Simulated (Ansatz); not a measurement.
## HfO2, pressure series

Start from HfO2 in the fluorite structure (space group Fm-3m, No. 225; a = 5.098 Å).

Cell and atoms are relaxed at each pressure.

Computed with PBE in Ansatz (plane waves to 420 eV, PAW, scalar-relativistic without spin-orbit coupling), earlier PAW set.

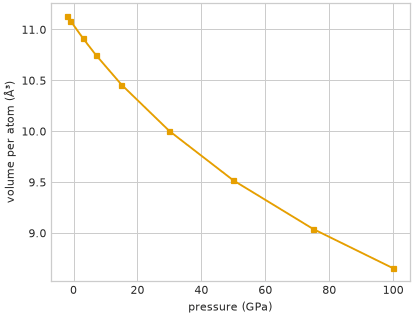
Figure: Volume against pressure

**Question.** Estimate the zero-pressure bulk modulus from the plot.

**Answer.** About 250 GPa; a third-order Birch–Murnaghan fit to the points gives V₀ = 11.04 Å³/atom, B₀ = 247 GPa and B₀′ = 4.1.

Between the base and pressure 15 GPa the gap moves from 3.75 eV to 3.88 eV, a mean slope of 8.7 meV/GPa.

Spin-orbit coupling, missing from the scalar runs, can matter with Hf. Load acts through the strain it causes; cell and atoms are relaxed under it. Whether these cells are dynamically stable was not tested. Competing high-pressure phases were not computed. This is not the structure that HfO2 has at room temperature and ambient pressure.

Ansatz is a quantum-chemistry and plane-wave program.
